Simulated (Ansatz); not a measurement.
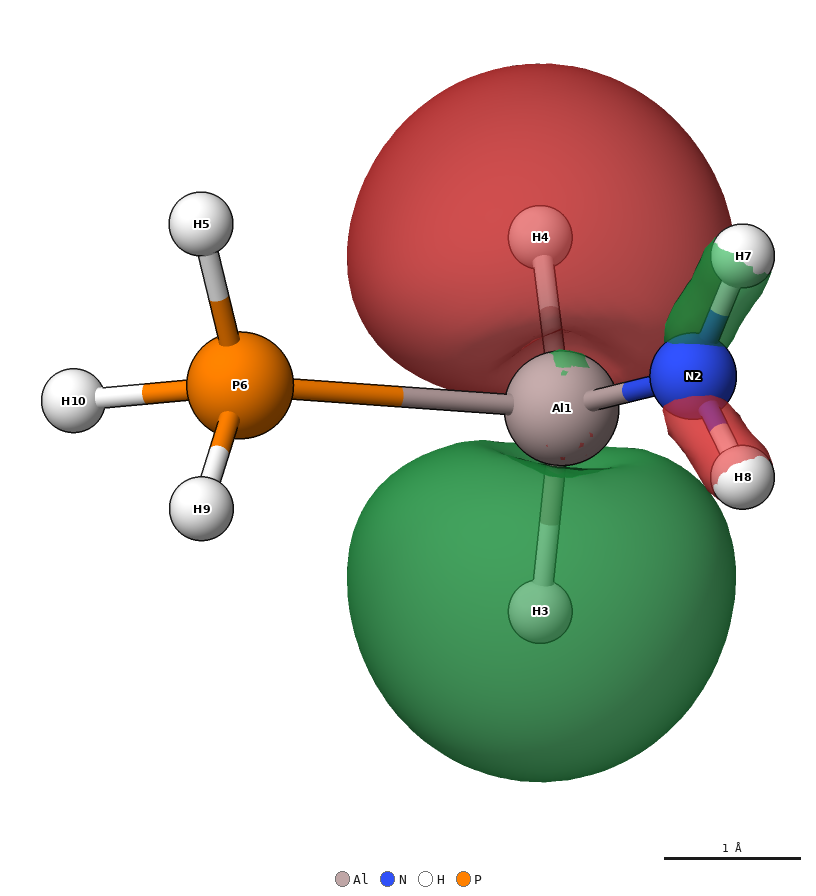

Figure. AlH$_{7}$NP. The HOMO−1 at ±0.08 Å⁻³ᐟ² (green and red are the two phases), seen from one side.

The reactant side of a reaction path; geometry: PBE0-D4/def2-TZVP.

Method: Ansatz, RKS PBE0-D4/def2-TZVPP.

```xyz
10

Al   -0.5967    0.2200   -1.0416
N     0.6153    1.5276   -0.8581
H    -0.2387   -0.9618   -2.0517
H    -2.1050    0.5722   -0.6593
H    -0.1518   -0.3783    2.3415
P    -0.0587   -1.0989    1.1322
H     0.4315    2.4255   -0.4422
H     1.5353    1.5170   -1.2662
H     1.2720   -1.5432    1.2811
H    -0.7032   -2.2801    1.5644
```

**What is the character of this orbital?**

By Hirshfeld shares it lies mainly on Al1 (about 35 %), H3 (about 30 %) and H4 (about 30 %). Its energy is −7.66 eV.
